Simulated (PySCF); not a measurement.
# The bond of YSe, level by level

Aim: find the lowest electronic state of YSe, scan its bond at several levels of theory, and get bond length, wavenumber and dissociation energy from each curve.

The runs use PySCF 2.14.0; Y x2c-TZVPPall, Se x2c-TZVPPall, spin-free X2C with a Gaussian nucleus.

## 1. Set-up

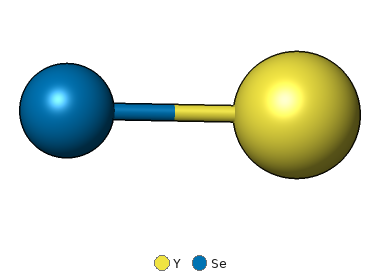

The two atoms at the starting distance (yttrium yellow, selenium blue).

A driver script around PySCF takes these settings:

```
atoms                         : Y, Se
charge                        : 0
basis                         : Y x2c-TZVPPall, Se x2c-TZVPPall
Hamiltonian                   : spin-free X2C with a Gaussian nucleus
basis functions               : 127
electrons treated             : 73
masses in u                   : 88.9058, 79.9165
levels                        : PBE0, PBE, r²SCAN, M06, BHandHLYP, PW91, revPBE, LC-ωPBE, HF, MP2, SCS-MP2
grid                          : 80 radial by 434 angular points
occupations                   : held fixed by the projection of orbital angular momentum
dissociation limit            : Y + Se, each in its ground configuration
starting distance in angstrom : 2.580
values of 2S to try           : 1, 3, 5
```

Run with:

```
$ OMP_NUM_THREADS=2 python dia.py task.json out
```

The job searches for the state first and then visits each distance with every level. Its results follow level by level.

## 2. Search for the lowest state

At the starting distance of 2.580 Å the search finds these solutions (others can lie among them):

| 2Ms+1 | unpaired | term | E (eV) | ⟨S²⟩ | ⟨Lz²⟩ | μ (D) |
| --- | --- | --- | --- | --- | --- | --- |
| 2 | σ ↑ | ²Σ⁺ | 0.00 | 0.75 | 0.00 | -7.25 |
| 2 | δ ↑ | ²Δ | 0.91 | 0.76 | 4.00 | -9.64 |
| 2 | π ↑ | ²Π | 1.24 | 0.77 | 1.01 | -7.25 |
| 2 | π ↑ | ²Π | 1.40 | 0.76 | 1.03 | -2.17 |
| 4 | σ ↑, π ↑, δ ↑ | not assigned | 1.75 | 3.75 | 5.00 | -3.75 |
| 4 | σ ↑, π ↑, δ ↑ | not assigned | 1.75 | 3.75 | 5.02 | -3.79 |
| 2 | σ ↑, π ↓, δ ↑ | not assigned | 1.78 | 1.76 | 5.02 | -3.78 |
| 4 | σ ↑, π ↑↑ | not assigned | 2.06 | 3.75 | 2.02 | -2.23 |
| 4 | σ ↑, π ↑↑ | not assigned | 2.17 | 3.75 | 2.06 | -2.23 |
| 4 | σ ↑↑, δ ↑ | ⁴Δ | 2.39 | 3.76 | 4.01 | -3.72 |
| 4 | σ ↑↑, π ↑ | ⁴Π | 2.42 | 3.75 | 1.06 | 0.20 |
| 4 | π ↑↑, δ ↑ | not assigned | 3.19 | 3.76 | 5.81 | -3.35 |
| 4 | π ↑↑, δ ↑ | not assigned | 3.24 | 3.76 | 5.66 | -2.90 |
| 6 | σ ↑, π ↑↑↑, δ ↑ | not assigned | 6.00 | 8.75 | 4.71 | 3.13 |

A term symbol stands only where ⟨S²⟩ and ⟨Lz²⟩ are near those of a pure state. A positive dipole means Y(−)Se(+).

The most promising solutions are followed along the bond (rough minima from three points):

| 2Ms+1 | unpaired | R at minimum (Å) | energy at minimum (eV) |
| --- | --- | --- | --- |
| 2 | σ ↑ | 2.40 | 0.00 |
| 2 | δ ↑ | 2.44 | 1.04 |
| 2 | π ↑ | 2.44 | 1.36 |
| 2 | π ↑ | 2.63 | 1.65 |
| 4 | σ ↑, π ↑, δ ↑ | not bracketed | ≤ 2.01 |

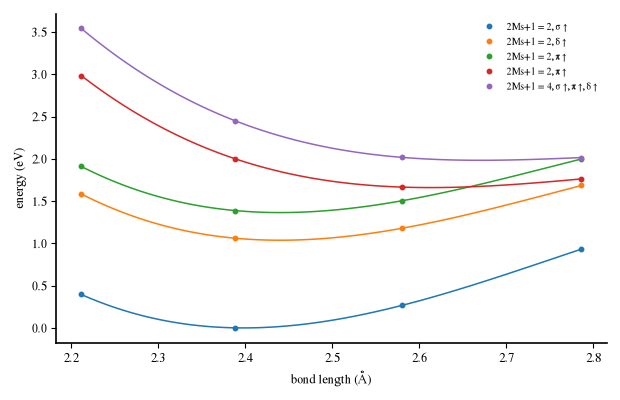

The followed solutions along the bond.

The search made 16 SCF attempts at the starting distance; with the short scans it took 3.7 min of wall time (2 threads of Intel Xeon Platinum 8259CL at 2.50GHz (Skylake/Cascade Lake), shared host).

## 3. PBE0 along the bond

State followed: ²Σ⁺ (doublet), unpaired electrons σ ↑. The scan is laid around 2.400 Å.

The SCF at the reference distance, 2.400 Å, printed:

```text
******** <class 'pyscf.dft.uks_symm.SymAdaptedUKS'> ********
method = SymAdaptedUKS
initial guess = minao
damping factor = 0
level_shift factor = 0
DIIS = <class 'pyscf.scf.diis.CDIIS'>
diis_start_cycle = 1
diis_space = 10
diis_damp = 0
SCF conv_tol = 1e-09
SCF conv_tol_grad = None
SCF max_cycles = 60
direct_scf = False
max_memory 4200 MB (current use 1765 MB)
number electrons alpha = 37  beta = 36
XC library pyscf.dft.libxc version 7.0.0
    S. Lehtola, C. Steigemann, M. J.T. Oliveira, and M. A.L. Marques.,  SoftwareX 7, 1–5 (2018)
XC functionals = PBE0
    C. Adamo and V. Barone.,  J. Chem. Phys. 110, 6158 (1999)
    M. Ernzerhof and G. E. Scuseria.,  J. Chem. Phys. 110, 5029 (1999)
small_rho_cutoff = 0
Overwritten attributes  get_hcore get_occ get_k get_j get_jk  of <class 'pyscf.dft.uks_symm.SymAdaptedUKS'>
<class 'pyscf.dft.uks_symm.SymAdaptedUKS'> does not have attributes  refdm
Set gradient conv threshold to 3.16228e-05
init E= -5814.30361355362
cycle= 1 E= -5814.30700555411  delta_E= -0.00339  |g|= 0.00494  |ddm|= 0.01
cycle= 2 E= -5814.3069146719  delta_E= 9.09e-05  |g|= 0.0125  |ddm|= 0.0194
cycle= 3 E= -5814.30702337525  delta_E= -0.000109  |g|= 0.00108  |ddm|= 0.0136
cycle= 4 E= -5814.30702389562  delta_E= -5.2e-07  |g|= 0.00013  |ddm|= 0.00111
cycle= 5 E= -5814.30702392018  delta_E= -2.46e-08  |g|= 9.23e-05  |ddm|= 0.000384
cycle= 6 E= -5814.3070239306  delta_E= -1.04e-08  |g|= 2.38e-05  |ddm|= 0.000266
cycle= 7 E= -5814.30702393377  delta_E= -3.16e-09  |g|= 5.93e-06  |ddm|= 0.000226
cycle= 8 E= -5814.30702393397  delta_E= -2.08e-10  |g|= 2.75e-06  |ddm|= 4.83e-05
Extra cycle  E= -5814.307023934  delta_E= -2.64e-11  |g|= 2.34e-06  |ddm|= 1.64e-05
converged SCF energy = -5814.307023934  <S^2> = 0.75266478  2S+1 = 2.002663
```

Points of the scan, energies from the lowest:

| R (Å) | E (eV) | μ (D) | Mulliken charge of Y (e) | Mayer bond order | ⟨S²⟩ | HOMO (eV) | LUMO (eV) |
| --- | --- | --- | --- | --- | --- | --- | --- |
| 2.0640 | 1.5794 | -4.95 | 0.31 | 2.56 | 0.75 | -4.49 | -2.31 |
| 2.1600 | 0.6984 | -5.41 | 0.31 | 2.53 | 0.75 | -4.61 | -2.42 |
| 2.2560 | 0.2138 | -5.85 | 0.32 | 2.50 | 0.75 | -4.73 | -2.54 |
| 2.3280 | 0.0441 | -6.17 | 0.32 | 2.49 | 0.75 | -4.82 | -2.63 |
| 2.4000 | 0.0000 | -6.49 | 0.32 | 2.47 | 0.75 | -4.90 | -2.72 |
| 2.4720 | 0.0529 | -6.80 | 0.33 | 2.45 | 0.75 | -4.98 | -2.80 |
| 2.5680 | 0.2348 | -7.20 | 0.34 | 2.43 | 0.75 | -5.09 | -2.91 |
| 2.6880 | 0.5833 | -7.68 | 0.35 | 2.40 | 0.75 | -5.20 | -3.04 |
| 2.8320 | 1.1026 | -8.19 | 0.38 | 2.35 | 0.76 | -5.32 | -3.18 |
| 3.0240 | 1.8576 | -8.73 | 0.40 | 2.28 | 0.77 | -5.20 | -3.35 |

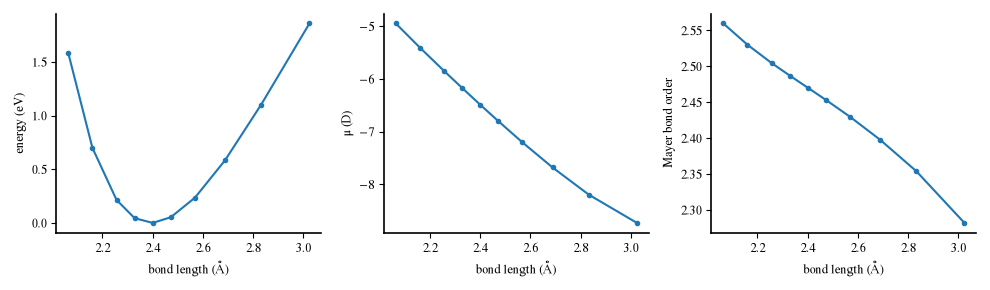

PBE0 along the bond.

Constants from the curve: Re = 2.394 Å, ωe = 351 cm⁻¹, ωexe = 0.575 cm⁻¹, αe = 0.000162 cm⁻¹, Be = 0.06991 cm⁻¹, De = 4.92 eV, μ = -6.46 D.

Orbitals nearest the gap at 2.400 Å:

| spin | orbital | ε (eV) | filled | made of |
| --- | --- | --- | --- | --- |
| β | σ | -30.04 | yes | Y p 97 % |
| β | σ | -16.84 | yes | Se s 91 % |
| α | σ | -16.84 | yes | Se s 90 % |
| α | σ | -6.64 | yes | Se p 67 %, Y d 15 %, Y s 14 % |
| β | σ | -6.51 | yes | Se p 70 %, Y d 15 %, Y s 12 % |
| β | π | -6.11 | yes | Se p 76 %, Y d 19 % |
| β | π | -6.11 | yes | Se p 76 %, Y d 19 % |
| α | π | -6.11 | yes | Se p 74 %, Y d 21 % |
| α | π | -6.11 | yes | Se p 74 %, Y d 21 % |
| α | σ | -4.90 | yes | Y s 73 %, Y d 19 % |
| β | σ | -2.72 | no | Y s 78 %, Y d 12 %, Y p 8 % |
| α | δ | -2.01 | no | Y d 99 % |
| α | δ | -2.01 | no | Y d 99 % |
| β | δ | -1.43 | no | Y d 100 % |

Polarisability there: 160.8 bohr³ along the bond, 156.2 across it. Without diffuse functions these come out too small, above all across the bond.

## 4. Fields at the reference distance

Orbitals, density, ELF and potential are computed afterwards from the orbital file.

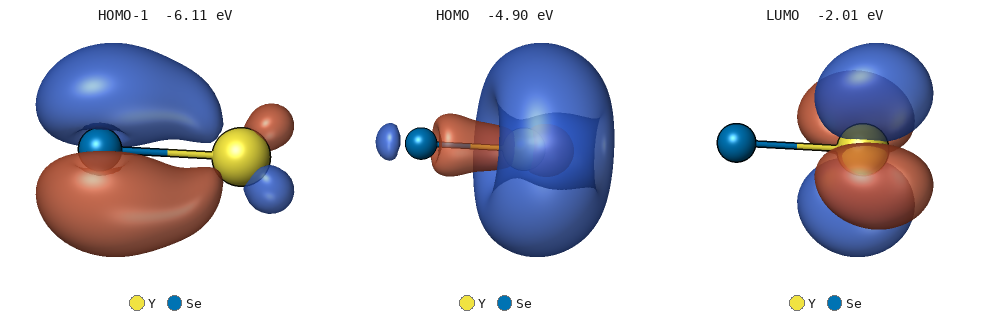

PBE0 orbitals (alpha spin) near the gap, drawn at the value that encloses 70 % of each; the two colours are the two signs.

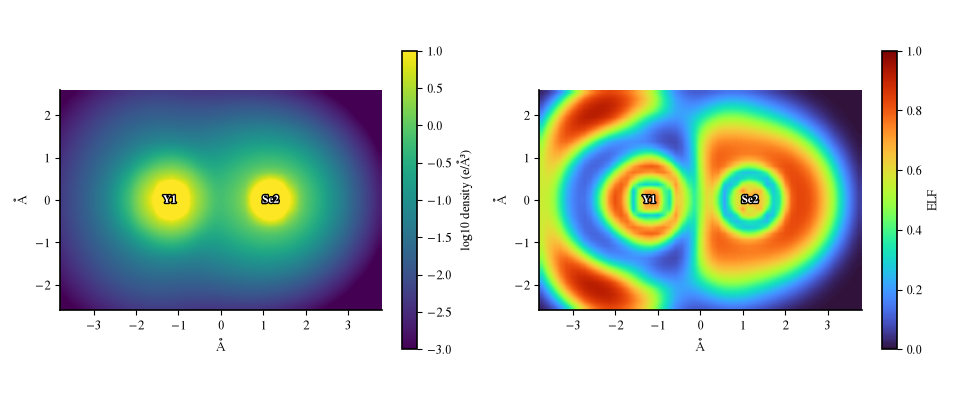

Density (left) and ELF (right) in a plane through or near 2 of the atoms.

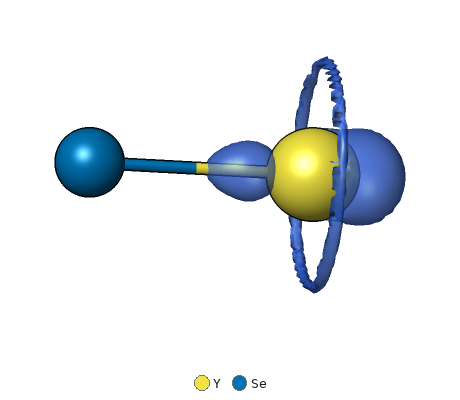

Spin density at ±0.04 e/Å³ (alpha excess blue, beta excess red).

## 5. Other states along the same grid

State 2: ²Δ (doublet), unpaired electrons δ ↑, an excited solution.

The SCF at the reference distance, 2.400 Å, printed:

```text
******** <class 'pyscf.dft.uks_symm.SymAdaptedUKS'> ********
method = SymAdaptedUKS
initial guess = minao
damping factor = 0
level_shift factor = 0
DIIS = <class 'pyscf.scf.diis.CDIIS'>
diis_start_cycle = 1
diis_space = 10
diis_damp = 0
SCF conv_tol = 1e-09
SCF conv_tol_grad = None
SCF max_cycles = 60
direct_scf = False
max_memory 4200 MB (current use 1849 MB)
number electrons alpha = 37  beta = 36
XC library pyscf.dft.libxc version 7.0.0
    S. Lehtola, C. Steigemann, M. J.T. Oliveira, and M. A.L. Marques.,  SoftwareX 7, 1–5 (2018)
XC functionals = PBE0
    C. Adamo and V. Barone.,  J. Chem. Phys. 110, 6158 (1999)
    M. Ernzerhof and G. E. Scuseria.,  J. Chem. Phys. 110, 5029 (1999)
small_rho_cutoff = 0
Set gradient conv threshold to 3.16228e-05
init E= -5814.26536075273
cycle= 1 E= -5814.2683775065  delta_E= -0.00302  |g|= 0.00432  |ddm|= 0.00957
cycle= 2 E= -5814.26831464173  delta_E= 6.29e-05  |g|= 0.0106  |ddm|= 0.0171
cycle= 3 E= -5814.26839274122  delta_E= -7.81e-05  |g|= 0.000867  |ddm|= 0.0111
cycle= 4 E= -5814.26839565068  delta_E= -2.91e-06  |g|= 0.000561  |ddm|= 0.00437
cycle= 5 E= -5814.26839670763  delta_E= -1.06e-06  |g|= 0.00063  |ddm|= 0.00123
cycle= 6 E= -5814.26839209937  delta_E= 4.61e-06  |g|= 0.000162  |ddm|= 0.0091
cycle= 7 E= -5814.26839205621  delta_E= 4.32e-08  |g|= 2.33e-05  |ddm|= 0.00112
cycle= 8 E= -5814.26839205832  delta_E= -2.11e-09  |g|= 8.75e-06  |ddm|= 0.000169
cycle= 9 E= -5814.2683920587  delta_E= -3.79e-10  |g|= 5.44e-06  |ddm|= 6.44e-05
Extra cycle  E= -5814.26839205875  delta_E= -5e-11  |g|= 9.17e-06  |ddm|= 3.09e-05
converged SCF energy = -5814.26839205875  <S^2> = 0.75754143  2S+1 = 2.0075273
```

Re = 2.437 Å, ωe = 322 cm⁻¹, ωexe = 0.610 cm⁻¹, αe = 0.000172 cm⁻¹, Be = 0.06743 cm⁻¹, μ = -9.04 D. Its minimum lies 1.04 eV above that of the lowest state.

State 3: ²Π (doublet), unpaired electrons π ↑, an excited solution.

Log of the SCF at 2.400 Å:

```text
******** <class 'pyscf.dft.uks_symm.SymAdaptedUKS'> ********
method = SymAdaptedUKS
initial guess = minao
damping factor = 0
level_shift factor = 0
DIIS = <class 'pyscf.scf.diis.CDIIS'>
diis_start_cycle = 1
diis_space = 10
diis_damp = 0
SCF conv_tol = 1e-09
SCF conv_tol_grad = None
SCF max_cycles = 60
direct_scf = False
max_memory 4200 MB (current use 1850 MB)
number electrons alpha = 37  beta = 36
XC library pyscf.dft.libxc version 7.0.0
    S. Lehtola, C. Steigemann, M. J.T. Oliveira, and M. A.L. Marques.,  SoftwareX 7, 1–5 (2018)
XC functionals = PBE0
    C. Adamo and V. Barone.,  J. Chem. Phys. 110, 6158 (1999)
    M. Ernzerhof and G. E. Scuseria.,  J. Chem. Phys. 110, 5029 (1999)
small_rho_cutoff = 0
Set gradient conv threshold to 3.16228e-05
init E= -5814.25304946365
cycle= 1 E= -5814.25636570636  delta_E= -0.00332  |g|= 0.00378  |ddm|= 0.00985
cycle= 2 E= -5814.25632537297  delta_E= 4.03e-05  |g|= 0.00871  |ddm|= 0.0149
cycle= 3 E= -5814.25637717231  delta_E= -5.18e-05  |g|= 0.000794  |ddm|= 0.00935
cycle= 4 E= -5814.2563774978  delta_E= -3.25e-07  |g|= 0.000192  |ddm|= 0.000927
cycle= 5 E= -5814.25637756604  delta_E= -6.82e-08  |g|= 0.000104  |ddm|= 0.000551
cycle= 6 E= -5814.25637758908  delta_E= -2.3e-08  |g|= 3.29e-05  |ddm|= 0.000423
cycle= 7 E= -5814.2563775944  delta_E= -5.32e-09  |g|= 9.73e-06  |ddm|= 0.000273
cycle= 8 E= -5814.25637759469  delta_E= -2.88e-10  |g|= 3.84e-06  |ddm|= 6.31e-05
Extra cycle  E= -5814.25637759471  delta_E= -2.36e-11  |g|= 4.51e-06  |ddm|= 1.82e-05
converged SCF energy = -5814.25637759471  <S^2> = 0.76325405  2S+1 = 2.0132104
```

Re = 2.437 Å, ωe = 320 cm⁻¹, ωexe = 0.644 cm⁻¹, αe = 0.000179 cm⁻¹, Be = 0.06743 cm⁻¹, μ = -6.34 D. Its minimum lies 1.37 eV above that of the lowest state.

State 4: ²Π (doublet), unpaired electrons π ↑, an excited solution.

Output of the SCF at 2.400 Å:

```text
******** <class 'pyscf.dft.uks_symm.SymAdaptedUKS'> ********
method = SymAdaptedUKS
initial guess = minao
damping factor = 0
level_shift factor = 0
DIIS = <class 'pyscf.scf.diis.CDIIS'>
diis_start_cycle = 1
diis_space = 10
diis_damp = 0
SCF conv_tol = 1e-09
SCF conv_tol_grad = None
SCF max_cycles = 60
direct_scf = False
max_memory 4200 MB (current use 1850 MB)
number electrons alpha = 37  beta = 36
XC library pyscf.dft.libxc version 7.0.0
    S. Lehtola, C. Steigemann, M. J.T. Oliveira, and M. A.L. Marques.,  SoftwareX 7, 1–5 (2018)
XC functionals = PBE0
    C. Adamo and V. Barone.,  J. Chem. Phys. 110, 6158 (1999)
    M. Ernzerhof and G. E. Scuseria.,  J. Chem. Phys. 110, 5029 (1999)
small_rho_cutoff = 0
Set gradient conv threshold to 3.16228e-05
init E= -5814.23267081286
cycle= 1 E= -5814.23493522304  delta_E= -0.00226  |g|= 0.00281  |ddm|= 0.0102
cycle= 2 E= -5814.23493013312  delta_E= 5.09e-06  |g|= 0.00419  |ddm|= 0.0163
cycle= 3 E= -5814.23494077622  delta_E= -1.06e-05  |g|= 0.000413  |ddm|= 0.00691
cycle= 4 E= -5814.2349408351  delta_E= -5.89e-08  |g|= 7.42e-05  |ddm|= 0.000409
cycle= 5 E= -5814.23494086304  delta_E= -2.79e-08  |g|= 4.87e-05  |ddm|= 0.000453
cycle= 6 E= -5814.23494089466  delta_E= -3.16e-08  |g|= 4.53e-05  |ddm|= 0.000461
cycle= 7 E= -5814.23494090576  delta_E= -1.11e-08  |g|= 4.62e-05  |ddm|= 0.000144
cycle= 8 E= -5814.23494083154  delta_E= 7.42e-08  |g|= 4.11e-05  |ddm|= 0.00104
cycle= 9 E= -5814.23494068344  delta_E= 1.48e-07  |g|= 1.81e-05  |ddm|= 0.00363
cycle= 10 E= -5814.23494067584  delta_E= 7.6e-09  |g|= 1.1e-05  |ddm|= 0.000751
cycle= 11 E= -5814.23494067597  delta_E= -1.29e-10  |g|= 6.12e-06  |ddm|= 0.000373
Extra cycle  E= -5814.23494067639  delta_E= -4.2e-10  |g|= 4.67e-06  |ddm|= 5.61e-05
converged SCF energy = -5814.23494067639  <S^2> = 0.76742946  2S+1 = 2.0173542
```

No constants are quoted: the points don't follow one smooth fit.

Energy (eV) from the lowest point of the lowest state:

| R (Å) | lowest | state 2 | state 3 | state 4 |
| --- | --- | --- | --- | --- |
| 2.064 | 1.579 | 2.860 | 3.190 | 4.717 |
| 2.160 | 0.698 | 1.922 | 2.247 | 3.476 |
| 2.256 | 0.214 | 1.372 | 1.697 | 2.644 |
| 2.328 | 0.044 | 1.150 | 1.476 | 2.247 |
| 2.400 | 0.000 | 1.051 | 1.378 | 1.961 |
| 2.472 | 0.053 | 1.049 | 1.376 | 1.782 |
| 2.568 | 0.235 | 1.156 | 1.482 | 1.670 |
| 2.688 | 0.583 | 1.412 | 1.732 | 1.674 |
| 2.832 | 1.103 | 1.819 | 2.129 | 1.818 |
| 3.024 | 1.858 | 2.419 | 2.704 | 2.139 |

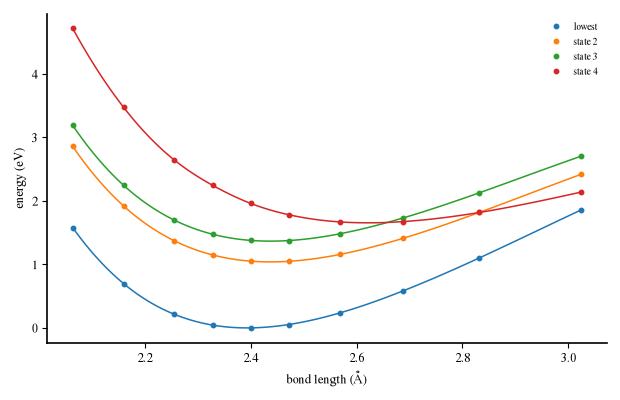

PBE0 curves of the followed states.

## 6. PBE

Output of the SCF at 2.400 Å:

```text
******** <class 'pyscf.dft.uks_symm.SymAdaptedUKS'> ********
method = SymAdaptedUKS
initial guess = minao
damping factor = 0
level_shift factor = 0
DIIS = <class 'pyscf.scf.diis.CDIIS'>
diis_start_cycle = 1
diis_space = 10
diis_damp = 0
SCF conv_tol = 1e-09
SCF conv_tol_grad = None
SCF max_cycles = 60
direct_scf = False
max_memory 4200 MB (current use 1850 MB)
number electrons alpha = 37  beta = 36
XC library pyscf.dft.libxc version 7.0.0
    S. Lehtola, C. Steigemann, M. J.T. Oliveira, and M. A.L. Marques.,  SoftwareX 7, 1–5 (2018)
XC functionals = PBE
    J. P. Perdew, K. Burke, and M. Ernzerhof.,  Phys. Rev. Lett. 77, 3865 (1996)
    J. P. Perdew, K. Burke, and M. Ernzerhof.,  Phys. Rev. Lett. 78, 1396 (1997)
    J. P. Perdew, K. Burke, and M. Ernzerhof.,  Phys. Rev. Lett. 77, 3865 (1996)
    J. P. Perdew, K. Burke, and M. Ernzerhof.,  Phys. Rev. Lett. 78, 1396 (1997)
small_rho_cutoff = 0
Set gradient conv threshold to 3.16228e-05
init E= -5814.19286538486
cycle= 1 E= -5814.18450815127  delta_E= 0.00836  |g|= 0.136  |ddm|= 0.184
cycle= 2 E= -5814.0773485227  delta_E= 0.107  |g|= 0.394  |ddm|= 0.607
cycle= 3 E= -5814.19552247065  delta_E= -0.118  |g|= 0.0293  |ddm|= 0.495
cycle= 4 E= -5814.19592060312  delta_E= -0.000398  |g|= 0.0109  |ddm|= 0.0285
cycle= 5 E= -5814.19595275838  delta_E= -3.22e-05  |g|= 0.00556  |ddm|= 0.0172
cycle= 6 E= -5814.1959758679  delta_E= -2.31e-05  |g|= 0.000687  |ddm|= 0.00827
cycle= 7 E= -5814.19597604023  delta_E= -1.72e-07  |g|= 0.000188  |ddm|= 0.00108
cycle= 8 E= -5814.19597606538  delta_E= -2.52e-08  |g|= 6.13e-05  |ddm|= 0.000295
cycle= 9 E= -5814.1959760687  delta_E= -3.32e-09  |g|= 1.24e-05  |ddm|= 9.3e-05
cycle= 10 E= -5814.19597606884  delta_E= -1.36e-10  |g|= 2.07e-06  |ddm|= 2.23e-05
Extra cycle  E= -5814.19597606881  delta_E= 2.91e-11  |g|= 7.68e-06  |ddm|= 1.19e-05
converged SCF energy = -5814.19597606881  <S^2> = 0.75253406  2S+1 = 2.0025325
```

Re = 2.410 Å, ωe = 335 cm⁻¹, ωexe = 0.615 cm⁻¹, αe = 0.000174 cm⁻¹, Be = 0.06898 cm⁻¹, De = 5.19 eV, μ = -5.90 D. 1.8 min of CPU time for 12 points, integrals apart.

## 7. r²SCAN

Log of the SCF at 2.400 Å:

```text
******** <class 'pyscf.dft.uks_symm.SymAdaptedUKS'> ********
method = SymAdaptedUKS
initial guess = minao
damping factor = 0
level_shift factor = 0
DIIS = <class 'pyscf.scf.diis.CDIIS'>
diis_start_cycle = 1
diis_space = 10
diis_damp = 0
SCF conv_tol = 1e-09
SCF conv_tol_grad = None
SCF max_cycles = 60
direct_scf = False
max_memory 4200 MB (current use 1851 MB)
number electrons alpha = 37  beta = 36
XC library pyscf.dft.libxc version 7.0.0
    S. Lehtola, C. Steigemann, M. J.T. Oliveira, and M. A.L. Marques.,  SoftwareX 7, 1–5 (2018)
XC functionals = R2SCAN
    J. W. Furness, A. D. Kaplan, J. Ning, J. P. Perdew, and J. Sun.,  J. Phys. Chem. Lett. 11, 8208-8215 (2020)
    J. W. Furness, A. D. Kaplan, J. Ning, J. P. Perdew, and J. Sun.,  J. Phys. Chem. Lett. 11, 9248-9248 (2020)
    J. W. Furness, A. D. Kaplan, J. Ning, J. P. Perdew, and J. Sun.,  J. Phys. Chem. Lett. 11, 8208-8215 (2020)
    J. W. Furness, A. D. Kaplan, J. Ning, J. P. Perdew, and J. Sun.,  J. Phys. Chem. Lett. 11, 9248-9248 (2020)
small_rho_cutoff = 0
Set gradient conv threshold to 3.16228e-05
init E= -5814.8742709738
cycle= 1 E= -5814.87579098586  delta_E= -0.00152  |g|= 0.0114  |ddm|= 0.139
cycle= 2 E= -5814.87520121643  delta_E= 0.00059  |g|= 0.0296  |ddm|= 0.0524
cycle= 3 E= -5814.87584975026  delta_E= -0.000649  |g|= 0.00651  |ddm|= 0.0355
cycle= 4 E= -5814.87587228451  delta_E= -2.25e-05  |g|= 0.00116  |ddm|= 0.00592
cycle= 5 E= -5814.87587291081  delta_E= -6.26e-07  |g|= 0.00029  |ddm|= 0.00142
cycle= 6 E= -5814.87587303045  delta_E= -1.2e-07  |g|= 0.000206  |ddm|= 0.00126
cycle= 7 E= -5814.87587307639  delta_E= -4.59e-08  |g|= 5.36e-05  |ddm|= 0.000545
cycle= 8 E= -5814.87587308719  delta_E= -1.08e-08  |g|= 2.81e-05  |ddm|= 0.000419
cycle= 9 E= -5814.87587308822  delta_E= -1.04e-09  |g|= 9.32e-06  |ddm|= 9.42e-05
cycle= 10 E= -5814.87587308831  delta_E= -9.09e-11  |g|= 1.45e-06  |ddm|= 1.97e-05
Extra cycle  E= -5814.87587308831  delta_E= -1.82e-12  |g|= 2.22e-06  |ddm|= 4.57e-06
converged SCF energy = -5814.87587308831  <S^2> = 0.75263844  2S+1 = 2.0026367
```

Re = 2.402 Å, ωe = 345 cm⁻¹, ωexe = 0.584 cm⁻¹, αe = 0.000164 cm⁻¹, Be = 0.06940 cm⁻¹, De = 5.05 eV, μ = -6.31 D. 3.2 min of CPU time for 12 points, integrals apart.

[end of part 1 of 2]
